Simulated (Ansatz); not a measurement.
**Geometry relaxation of Si62P (part 3 of 3)**

The same run, continued: Si62P (defect cell, 63 atoms in the cell); DFT PBE-D3(BJ), scalar-relativistic, plane waves, PAW, PAW set soft_1, spin-polarised (Ansatz 0.2.0); cutoff 420 eV, 1×1×1 k-mesh, Fermi–Dirac smearing of 0.02 eV, collinear spins. It belongs to a series of runs on one base structure; here: end point A relaxed.

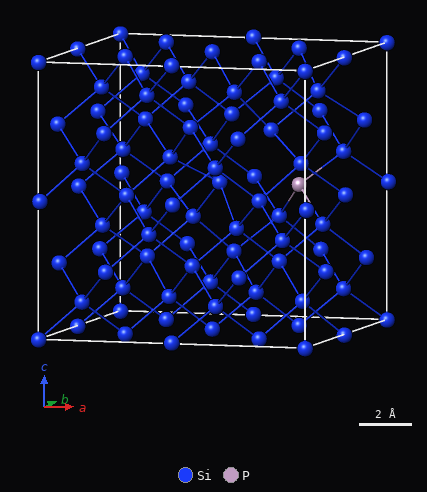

The geometry at step 7 of the log (ball-and-stick view of the cell of the calculation, seen slightly off an axis).

### Log, continued
```
--- Relaxed structure (12 steps of the walk, 10 accepted, 0 SCFs on fresh bases) ---
  F+E_penalty+E_count = -40187.05512959 eV   max|allowed force component| = 1.087e-2 eV/Å
  atoms:
    - { symbol: Si, position: [0.5001975229553517, -0.0015851025456726725, 0.002866852732761405] }
    - { symbol: Si, position: [0.6246134691454246, 0.1286791816509144, 0.12558304206491078] }
    - { symbol: Si, position: [0.7497067965318953, 0.2520372879018755, -0.0012802045721237911] }
    - { symbol: Si, position: [0.8737509316226791, 0.37802379113075074, 0.1254383353560053] }
[...]
    - { symbol: Si, position: [0.7521029688163698, 0.0008742953356353102, 0.2457557966268971] }
    - { symbol: Si, position: [0.8781350105490848, 0.12341051292493671, 0.371687090606782] }
    - { symbol: Si, position: [0.00045855068646979486, 0.00019984759191927096, -0.0016543119239401862] }
    - { symbol: Si, position: [0.1249218127664805, 0.1254158620007552, 0.12490072504658035] }
    - { symbol: Si, position: [0.24881741281483247, 0.2505287505564958, 0.0010062380030032786] }
    - { symbol: Si, position: [0.3742533939301744, 0.37574324336204307, 0.12744584043099205] }
    - { symbol: Si, position: [0.4989148482796991, 0.49892555651799697, 0.0010430312621312104] }
    - { symbol: Si, position: [0.624683964372277, 0.6249042234267538, 0.12449900384256311] }
    - { symbol: Si, position: [0.7486956304722361, 0.7485786351354438, -0.003224990227794195] }
    - { symbol: Si, position: [0.8757328603404859, 0.8742657949626526, 0.12109572054965818] }
    - { symbol: Si, position: [0.2514722300216728, 0.0001877395886194174, 0.24938192724111166] }
    - { symbol: Si, position: [0.37629328077589497, 0.12416766999295521, 0.37623447289405754] }
    - { symbol: Si, position: [0.4996008411661401, 0.2528993228065938, 0.25396547008251197] }
    - { symbol: Si, position: [0.6269671658526224, 0.37809820398322747, 0.381083414529129] }
    - { symbol: Si, position: [0.7489553272196698, 0.5033970441908131, 0.25299483918973065] }
    - { symbol: Si, position: [0.8726720532644447, 0.6331844550691355, 0.3771425038375457] }
    - { symbol: Si, position: [0.5033076171204767, -0.0019258522787172219, 0.5005260371286716] }
    - { symbol: Si, position: [0.6248203249831089, 0.12563925336275375, 0.6249817536655251] }
    - { symbol: Si, position: [0.7524467100187943, 0.24647260251832773, 0.4974046945683192] }
    - { symbol: Si, position: [0.8688297216608782, 0.3780528812388967, 0.6228236843962602] }
    - { symbol: Si, position: [0.7492826015082609, -0.001906790073400133, 0.7464898462419418] }
    - { symbol: Si, position: [0.8735387001068756, 0.12417458807134046, 0.8735389904370561] }
    - { symbol: Si, position: [-0.005847589982783258, 0.5020583731162565, -0.00425391352578801] }
    - { symbol: Si, position: [0.12433355326044689, 0.6261310442787988, 0.125491762868828] }
    - { symbol: Si, position: [0.24922167641452733, 0.7500138327612965, 0.0006720748816008387] }
    - { symbol: Si, position: [0.376976117460233, 0.8723322787804111, 0.12809501608593768] }
    - { symbol: Si, position: [0.0007210406101549278, 0.25207444481180874, 0.24908983427770934] }
    - { symbol: Si, position: [0.12439928539765291, 0.37798500685697806, 0.37605191977687513] }
    - { symbol: Si, position: [0.2540652765974121, 0.5020267691044101, 0.2556633651423483] }
    - { symbol: Si, position: [0.38827092006162484, 0.6222751552479349, 0.389315192408089] }
    - { symbol: Si, position: [0.5040855725261242, 0.7478594364066805, 0.25549012731901466] }
    - { symbol: Si, position: [0.6334196793692703, 0.8756483424886353, 0.3753642831584427] }
    - { symbol: Si, position: [0.004181384740711963, 0.000957204545362673, 0.4977439537065447] }
    - { symbol: Si, position: [0.12437466606706273, 0.12881164805642992, 0.6251750462638156] }
    - { symbol: Si, position: [0.2513150471516157, 0.2521790828765474, 0.5001423954151101] }
    - { symbol: Si, position: [0.37772343367729266, 0.37454886315865016, 0.6291622883539271] }
    - { symbol: Si, position: [0.5208393671146324, 0.5016571109528931, 0.5274087267681171] }
    - { symbol: P, position: [0.7482924791607625, 0.7510696070962851, 0.501655616934389] }
    - { symbol: Si, position: [0.8745529507875441, 0.8757588983889963, 0.6164228015205252] }
    - { symbol: Si, position: [0.24689903710231717, -0.001509014086444856, 0.749756861626512] }
    - { symbol: Si, position: [0.3713764095631729, 0.11991802982540778, 0.8785001177914326] }
    - { symbol: Si, position: [0.4960190788965363, 0.24366926722380625, 0.7538565598285971] }
    - { symbol: Si, position: [0.6207307375504294, 0.3743620714937714, 0.8722583622744394] }
    - { symbol: Si, position: [0.7224313970597321, 0.5013747815659703, 0.7290761118588691] }
    - { symbol: Si, position: [0.8604714112919868, 0.622237589200256, 0.8615084509118054] }
    - { symbol: Si, position: [6.291669631919702e-5, 0.7519527882506455, 0.24974663869663924] }
    - { symbol: Si, position: [0.12870268195162324, 0.8742459789567502, 0.3740782873302274] }
    - { symbol: Si, position: [-0.0031161544100462833, 0.5034067387926702, 0.5008643862518228] }
    - { symbol: Si, position: [0.1253006317855, 0.6249658516535134, 0.6250829423396786] }
    - { symbol: Si, position: [0.25306037331827197, 0.7486395251721424, 0.5011484293635067] }
    - { symbol: Si, position: [0.37655259727242557, 0.874857915871649, 0.6258914365316944] }
    - { symbol: Si, position: [-0.004111747908564827, 0.2528647524106719, 0.7502506711055928] }
    - { symbol: Si, position: [0.12235643676672261, 0.37575104242663276, 0.8755622704243126] }
    - { symbol: Si, position: [0.24870490228629194, 0.4989527323346867, 0.7508870695658076] }
    - { symbol: Si, position: [0.3735633855117926, 0.6234730644196916, 0.8761863668973853] }
    - { symbol: Si, position: [0.49696844924975025, 0.7482251109685727, 0.7526671218403204] }
    - { symbol: Si, position: [0.6239644386538102, 0.8747100248323268, 0.8731259014646915] }
    - { symbol: Si, position: [-0.005652358681524234, 0.7478291859094816, 0.7457280377366672] }
    - { symbol: Si, position: [0.12173376864687023, 0.8722688654263804, 0.8728865807942274] }
```

### Trajectory as extended XYZ (Å, eV, eV/Å), 3 of the 12 frames kept, from step=1 to step=12
```
63
Lattice="10.8600 0.0000 0.0000 0.0000 10.8600 0.0000 0.0000 0.0000 10.8600" Properties=species:S:1:pos:R:3:forces:R:3 step=1 energy=-40185.34049
Si    5.3971    0.0224    0.0343   -0.0405  -0.5817  -0.3186
Si    6.7653    1.3486    1.3556    0.7107   0.2946  -0.1372
Si    8.2138    2.7159    0.0129   -1.5990   0.0529   0.1139
Si    9.4326    4.1079    1.3226    0.5994   0.0967   0.9426
Si    8.1561    0.0193    2.6990   -1.0876  -0.3108   0.2281
Si    9.4868    1.2679    4.0451    0.5433   1.5234   0.2501
Si   -0.0323   -0.0674   -0.0113    0.5056   0.9456   0.1283
Si    1.3660    1.3652    1.3286   -0.3164  -0.0889  -0.0643
Si    2.7424    2.6797   -0.0408   -0.2420   0.2287   0.7009
Si    4.0242    4.0989    1.3444    0.8922  -0.2366  -0.1191
Si    5.4982    5.4834    0.0298   -1.1281  -0.6790  -0.6255
Si    6.8215    6.7516    1.3353    0.1820   1.1947   0.5366
Si    8.1471    8.1671   -0.0506    0.3692  -0.6807   0.8336
Si    9.4610    9.5655    1.3640    0.3341  -1.1781  -0.1423
Si    2.7254    0.0398    2.6976   -0.1170  -0.6796   0.1482
Si    4.0326    1.3649    4.1224    0.5014   0.2978  -0.7823
Si    5.4587    2.7079    2.6972   -1.1523   0.0991   0.2363
Si    6.7423    4.1021    4.0613    0.7038  -0.4599   0.3472
Si    8.1020    5.4287    2.7446    0.1806   0.0839  -0.2425
Si    9.4780    6.7818    4.0556    0.3159   0.6937   0.3430
Si    5.3958   -0.0118    5.3997    0.0535   0.4118   1.1961
Si    6.7903    1.3583    6.8362   -0.4050  -0.0292  -0.3862
Si    8.1408    2.7172    5.4307   -0.1231  -0.4364  -0.3016
Si    9.5115    4.0072    6.8111   -0.2996   1.0424  -0.4939
Si    8.0910   -0.0348    8.2025    0.6346   0.2178  -0.2193
Si    9.4922    1.3857    9.5936    0.5610  -0.7250  -1.3993
Si    0.0247    5.3872    0.0677   -0.1864  -0.0968  -0.9496
Si    1.3222    6.7803    1.3468    0.6475   0.4880   0.1760
Si    2.7146    8.1725    0.0004   -0.8598  -0.3597  -0.5000
Si    4.0631    9.4282    1.3416   -0.1320   1.4542   0.2024
Si    0.0007    2.7750    2.6727   -0.1949  -0.5182   0.4582
Si    1.3714    4.1192    4.1202   -0.0512  -0.6102  -0.6191
Si    2.7041    5.4185    2.7178   -0.0371   0.3058   0.1793
Si    4.0671    6.8125    4.0834    0.4568  -0.0817  -0.1476
Si    5.4192    8.1732    2.6781    0.5927  -0.7886   0.5342
Si    6.7457    9.5416    4.0986    1.1470  -0.7006  -0.4921
Si    0.0073    0.0258    5.4518    0.0381  -0.6699  -0.4228
Si    1.3857    1.3492    6.7532   -0.5229   0.1308   0.7225
Si    2.6875    2.7094    5.4654    0.4579   0.5306  -0.1670
Si    4.0922    4.0626    6.8429   -0.1248   0.6942  -0.5914
Si    5.4658    5.4335    5.4015   -0.7703   0.0672   0.8088
P     8.1089    8.0985    5.4514   -0.0676   0.2157  -0.0155
Si    9.5153    9.4907    6.7643   -0.8602   0.2519  -0.3479
Si    2.6951   -0.0304    8.1225    0.5094   1.3032   0.1769
Si    4.0901    1.4039    9.5067   -0.1476  -1.1022  -0.3374
Si    5.4085    2.7413    8.1936    0.8020  -0.0979  -0.2257
Si    6.8272    4.1056    9.5021   -0.2528  -0.2905   0.3561
Si    8.1443    5.4057    8.1642    0.1393  -0.0494  -0.5336
Si    9.4997    6.7390    9.5078    0.3328   0.5170  -0.2010
Si    0.0302    8.1662    2.6981   -0.7878  -0.1153   0.0616
Si    1.3764    9.4787    4.0799   -0.0552   0.6114  -0.0483
Si    0.0221    5.4208    5.4376   -0.8413   0.2566   0.3529
Si    1.3643    6.8027    6.7545   -0.2893  -0.3764   0.7437
Si    2.6872    8.1042    5.4372    0.5747   0.6732  -0.0350
Si    4.0450    9.5210    6.8287    0.1867  -0.4428  -0.9733
Si   -0.0014    2.7342    8.1318    0.3814  -0.8629   0.6842
Si    1.4006    4.0244    9.5255   -0.4413   0.6995  -0.3645
Si    2.7290    5.4714    8.1804   -0.2926  -0.3596  -0.2167
Si    4.0560    6.8298    9.5137    0.7415  -0.0766  -0.0186
Si    5.4026    8.1696    8.1123    0.0945  -0.4239   0.4160
Si    6.7738    9.4564    9.5407   -0.6086   0.4825  -0.5364
Si   -0.0186    8.1685    8.1098    0.1787  -0.7157   0.2354
Si    1.3540    9.5700    9.4234   -0.3340  -1.0402   0.8626
63
Lattice="10.8600 0.0000 0.0000 0.0000 10.8600 0.0000 0.0000 0.0000 10.8600" Properties=species:S:1:pos:R:3:forces:R:3 step=7 energy=-40187.03296 accepted=F
Si    5.4341   -0.0204    0.0277   -0.0336   0.0220   0.0094
Si    6.7879    1.3994    1.3578   -0.0337  -0.0228   0.0048
Si    8.1484    2.7431   -0.0114   -0.0272   0.0382  -0.0351
Si    9.4932    4.1127    1.3659    0.0261  -0.0203  -0.0068
Si    8.1675    0.0054    2.6598    0.0445   0.0093   0.0336
Si    9.5303    1.3372    4.0333    0.0464   0.0182  -0.0152
Si    0.0063    0.0036   -0.0225    0.0065   0.0298   0.0172
Si    1.3594    1.3627    1.3583   -0.0286  -0.0075  -0.0032
Si    2.6975    2.7289    0.0147   -0.0012   0.0104  -0.0042
Si    4.0682    4.0859    1.3857   -0.0024  -0.0230  -0.0094
Si    5.4190    5.4262    0.0107   -0.0156  -0.0168   0.0083
Si    6.7849    6.7917    1.3559   -0.0195  -0.0092  -0.0143
Si    8.1247    8.1307   -0.0415    0.0034   0.0299  -0.0052
Si    9.5130    9.4945    1.3068    0.0036  -0.0359  -0.0188
Si    2.7319   -0.0007    2.7111   -0.0095   0.0191  -0.0106
Si    4.0860    1.3465    4.0911    0.0212  -0.0112  -0.0203
Si    5.4241    2.7400    2.7556   -0.0084   0.0444   0.0171
Si    6.8093    4.1051    4.1353   -0.0040  -0.0165   0.0409
Si    8.1339    5.4698    2.7501   -0.0152   0.0104  -0.0164
Si    9.4677    6.8911    4.0958    0.0339  -0.1258   0.0598
Si    5.4726   -0.0250    5.4336   -0.0004   0.0584  -0.0002
Si    6.7846    1.3684    6.7864   -0.0103  -0.0119  -0.0023
Si    8.1724    2.6788    5.4008    0.0119  -0.0042  -0.0254
Si    9.4381    4.1118    6.7576    0.0057  -0.0592   0.0053
Si    8.1353   -0.0239    8.0969    0.0215   0.0255   0.0301
Si    9.4797    1.3453    9.4850    0.0256  -0.0020  -0.0162
Si   -0.0742    5.4578   -0.0585    0.0163   0.0202  -0.0008
Si    1.3524    6.8010    1.3602   -0.0163  -0.1079   0.0129
Si    2.7077    8.1501    0.0175   -0.0174   0.0660  -0.0310
Si    4.1015    9.4737    1.3998    0.0132  -0.0065  -0.0051
Si    0.0082    2.7367    2.7084    0.0009   0.0150  -0.0021
Si    1.3540    4.1051    4.0892    0.0016  -0.0268  -0.0270
Si    2.7658    5.4521    2.7856    0.0033   0.0230   0.0074
Si    4.2354    6.7466    4.2577   -0.0118   0.0413  -0.0760
Si    5.4754    8.1173    2.7881    0.0237  -0.0008   0.0165
Si    6.8949    9.5057    4.0803   -0.1076  -0.0533   0.0243
Si    0.0573    0.0163    5.3940   -0.0167  -0.0099  -0.0394
Si    1.3565    1.4036    6.7844   -0.0049  -0.0155   0.0152
Si    2.7431    2.7472    5.4392   -0.0148   0.0396  -0.0066
Si    4.1161    4.0763    6.8464   -0.0045  -0.0510  -0.0240
Si    5.7095    5.4534    5.7782   -0.1450  -0.0182  -0.1217
P     8.1215    8.1494    5.4751    0.0398   0.0960  -0.1292
Si    9.5091    9.5209    6.6815   -0.0225  -0.0413   0.0950
Si    2.6735   -0.0194    8.1415   -0.0058   0.0365   0.0539
Si    4.0203    1.2980    9.5484    0.0154  -0.0060  -0.0100
Si    5.3806    2.6359    8.1958   -0.0075   0.0101   0.0185
Si    6.7356    4.0652    9.4710   -0.0041  -0.0537   0.0275
Si    7.8109    5.4381    7.8847    0.0939   0.0059   0.0763
Si    9.3158    6.7550    9.3323    0.0915   0.0233   0.0526
Si   -0.0025    8.1581    2.7031   -0.0216   0.1079   0.0272
Si    1.3983    9.4826    4.0547    0.0230   0.0050   0.0049
Si   -0.0341    5.4748    5.4330   -0.0076   0.0135  -0.0131
Si    1.3620    6.7884    6.7871   -0.0057   0.0062   0.0080
Si    2.7550    8.1306    5.4462   -0.0131   0.0192   0.0030
Si    4.0884    9.5117    6.8004    0.0354  -0.1107  -0.0213
Si   -0.0499    2.7386    8.1420   -0.0217   0.0550   0.0008
Si    1.3188    4.0796    9.5022    0.0096  -0.0393   0.0307
Si    2.6960    5.4166    8.1562   -0.0135   0.0134   0.0029
Si    4.0424    6.7717    9.5207    0.0554  -0.0264  -0.0067
Si    5.3887    8.1041    8.1611    0.0204   0.1206   0.0357
Si    6.7705    9.4968    9.4702   -0.0324  -0.0894  -0.0338
Si   -0.0688    8.1190    8.0919   -0.0003   0.0095   0.0261
Si    1.3167    9.4667    9.4799    0.0104  -0.0197  -0.0146
63
Lattice="10.8600 0.0000 0.0000 0.0000 10.8600 0.0000 0.0000 0.0000 10.8600" Properties=species:S:1:pos:R:3:forces:R:3 step=12 energy=-40187.05513
Si    5.4321   -0.0172    0.0311   -0.0089   0.0006  -0.0007
Si    6.7833    1.3975    1.3638    0.0034   0.0034  -0.0006
Si    8.1418    2.7371   -0.0139   -0.0013   0.0030  -0.0007
Si    9.4889    4.1053    1.3623    0.0039  -0.0034   0.0007
Si    8.1678    0.0095    2.6689    0.0002   0.0003   0.0007
Si    9.5365    1.3402    4.0365    0.0031   0.0043   0.0005
Si    0.0050    0.0022   -0.0180   -0.0027  -0.0012   0.0001
Si    1.3567    1.3620    1.3564    0.0009   0.0014   0.0001
Si    2.7022    2.7207    0.0109   -0.0009   0.0013   0.0013
Si    4.0644    4.0806    1.3841    0.0011  -0.0015   0.0003
Si    5.4182    5.4183    0.0113    0.0004   0.0007   0.0001
Si    6.7841    6.7865    1.3521   -0.0017   0.0057   0.0024
Si    8.1308    8.1296   -0.0350   -0.0021   0.0013  -0.0024
Si    9.5105    9.4945    1.3151    0.0007  -0.0057  -0.0004
Si    2.7310    0.0020    2.7083   -0.0030   0.0006  -0.0009
Si    4.0865    1.3485    4.0859    0.0012   0.0035   0.0010
Si    5.4257    2.7465    2.7581   -0.0021   0.0015  -0.0019
Si    6.8089    4.1061    4.1386   -0.0041  -0.0016  -0.0001
Si    8.1337    5.4669    2.7475    0.0001  -0.0016  -0.0014
Si    9.4772    6.8764    4.0958    0.0016   0.0029   0.0030
Si    5.4659   -0.0209    5.4357   -0.0025   0.0023  -0.0024
Si    6.7855    1.3644    6.7873    0.0002  -0.0001   0.0001
Si    8.1716    2.6767    5.4018   -0.0018   0.0025  -0.0017
Si    9.4355    4.1057    6.7639   -0.0001  -0.0012   0.0096
Si    8.1372   -0.0207    8.1069    0.0026   0.0007   0.0029
Si    9.4866    1.3485    9.4866    0.0044   0.0003   0.0008
Si   -0.0635    5.4524   -0.0462   -0.0007   0.0033   0.0004
Si    1.3503    6.7998    1.3628    0.0008  -0.0072   0.0004
Si    2.7065    8.1451    0.0073   -0.0030   0.0062  -0.0002
Si    4.0940    9.4735    1.3911    0.0028  -0.0033  -0.0016
Si    0.0078    2.7375    2.7051   -0.0013   0.0021   0.0002
Si    1.3510    4.1049    4.0839    0.0024  -0.0029   0.0011
Si    2.7591    5.4520    2.7765   -0.0009   0.0052  -0.0002
Si    4.2166    6.7579    4.2280    0.0045  -0.0086   0.0012
Si    5.4744    8.1218    2.7746   -0.0017  -0.0033  -0.0014
Si    6.8789    9.5095    4.0765    0.0044  -0.0025   0.0031
Si    0.0454    0.0104    5.4055   -0.0031   0.0022  -0.0042
Si    1.3507    1.3989    6.7894    0.0000   0.0000   0.0029
Si    2.7293    2.7387    5.4315   -0.0039   0.0009   0.0007
Si    4.1021    4.0676    6.8327    0.0010  -0.0024  -0.0053
Si    5.6563    5.4480    5.7277   -0.0037  -0.0016   0.0053
P     8.1265    8.1566    5.4480    0.0018  -0.0005  -0.0032
Si    9.4976    9.5107    6.6944   -0.0013  -0.0054  -0.0028
Si    2.6813   -0.0164    8.1424   -0.0004   0.0010   0.0023
Si    4.0331    1.3023    9.5405    0.0013   0.0015  -0.0011
Si    5.3868    2.6462    8.1869   -0.0024   0.0033  -0.0024
Si    6.7411    4.0656    9.4727    0.0033   0.0006  -0.0018
Si    7.8456    5.4449    7.9178    0.0022   0.0067   0.0014
Si    9.3447    6.7575    9.3560    0.0001  -0.0109  -0.0044
Si    0.0007    8.1662    2.7122   -0.0010   0.0073  -0.0017
Si    1.3977    9.4943    4.0625    0.0027  -0.0043   0.0006
Si   -0.0338    5.4670    5.4394   -0.0033  -0.0023  -0.0066
Si    1.3608    6.7871    6.7884    0.0024   0.0017   0.0054
Si    2.7482    8.1302    5.4425   -0.0004   0.0005  -0.0023
Si    4.0894    9.5010    6.7972    0.0020  -0.0064  -0.0014
Si   -0.0447    2.7461    8.1477   -0.0008   0.0031  -0.0024
Si    1.3288    4.0807    9.5086    0.0011  -0.0031   0.0016
Si    2.7009    5.4186    8.1546    0.0000   0.0001  -0.0022
Si    4.0569    6.7709    9.5154    0.0037  -0.0009   0.0010
Si    5.3971    8.1257    8.1740    0.0015   0.0074   0.0045
Si    6.7763    9.4994    9.4821   -0.0010  -0.0073   0.0007
Si   -0.0614    8.1214    8.0986   -0.0035   0.0016   0.0026
Si    1.3220    9.4728    9.4795    0.0014  -0.0019  -0.0003
```

### Results in brief

```tsv
quantity	value
outcome	converged
electrons treated	253
free energy	−40187.0551 eV
Fermi energy	6.613 eV
net moment of the cell	1.00 μB
integrated absolute moment	1.21 μB
final volume	1280.82 Å³
largest force (length of the vector) at the end	0.012 eV/Å
hardware	4 threads of AMD EPYC (Zen 3), 24 GiB of memory available, shared host
wall time	2.1 min (CPU time 8.1 min)
peak memory	1.7 GiB
```

The k-point mesh is coarse for a cell of this size, so the results may not be converged.
